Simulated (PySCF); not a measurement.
C$_{5}$H$_{9}$AlFN (SMILES C=C(F)CCC#[N+][AlH3-])

The calculation's input:

```
{"job": {"kind": "nmr", "xc": "PBE0", "basis": "pcSseg-1"}, "charge": 0, "multiplicity": 1}
C     -2.998711     1.290096     0.281759
C     -2.359859     0.196031    -0.080429
F     -3.043323    -0.964246    -0.235382
C     -0.898421     0.030423    -0.353292
C     -0.286182    -0.990124     0.632297
C      1.116758    -1.077203     0.399216
N      2.241144    -1.104502     0.170278
Al     3.678256     0.142191    -0.429302
H     -2.474093     2.216794     0.411803
H     -4.061370     1.288071     0.442706
H     -0.394340     0.991600    -0.259496
H     -0.761335    -0.336708    -1.373860
H     -0.450884    -0.664483     1.664036
H     -0.750944    -1.971629     0.497202
H      2.775699     0.925886    -1.466759
H      4.796539    -0.790795    -0.983688
H      3.864070     0.830629     0.971925
```

Run with:

```sh
OMP_NUM_THREADS=1 python probes_run.py task.json out
```

Geometry: GFN2-xTB.

The calculation used PySCF 2.14.0, PBE0/pcSseg-1, SCF density, gas phase, non-relativistic.

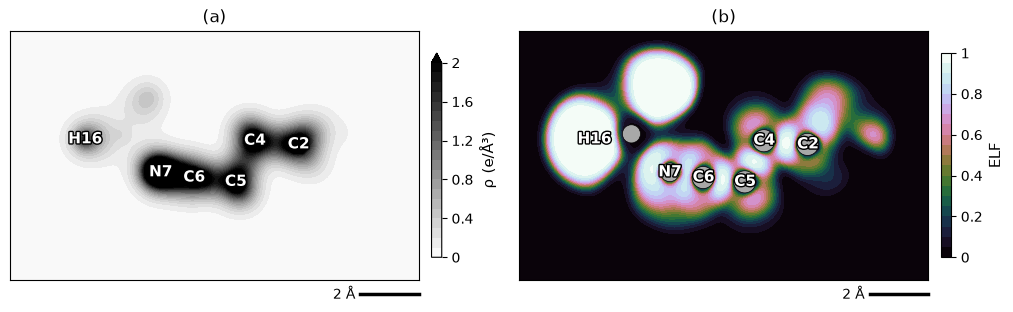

Figure 1. (a) total electron density; (b) ELF on the plane of atoms C4, C5 and C6. Grey discs cover the atomic cores in the ELF map.

Question: What do the fields say about this system?

Answer: The plane passes through C, N and H nuclei. C–N (1.15 Å): the density is about 3.5 e/Å³ at the midpoint; the ELF peaks at about 0.85 between the atoms (a short, multiple covalent bond). C–C (1.42 Å): ρ at the midpoint is about 1.9 e/Å³; the ELF peaks at about 0.95 between the atoms: localised, covalent bonding. C–C (1.50 Å): ρ at the midpoint is about 1.8 e/Å³; the ELF peaks at about 0.95 between the atoms (a covalent bond).

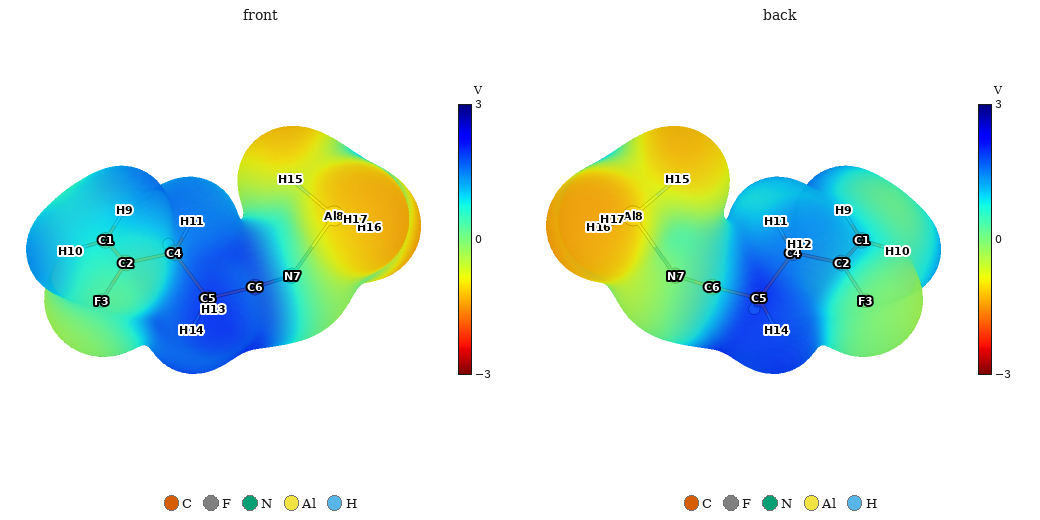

Figure 2. The molecular electrostatic potential painted on the density surface at 0.002 e/bohr³, seen from the front and from behind; red is negative and blue positive.

Question: Where is the surface potential most negative and most positive?

Answer: The most negative region (about −1.4 V) lies over H16, the most positive (about +2.0 V) over C5, C6, H13 and H14.

Question: What dipole moment does the calculation give?

Answer: Its dipole moment is 6.72 D.
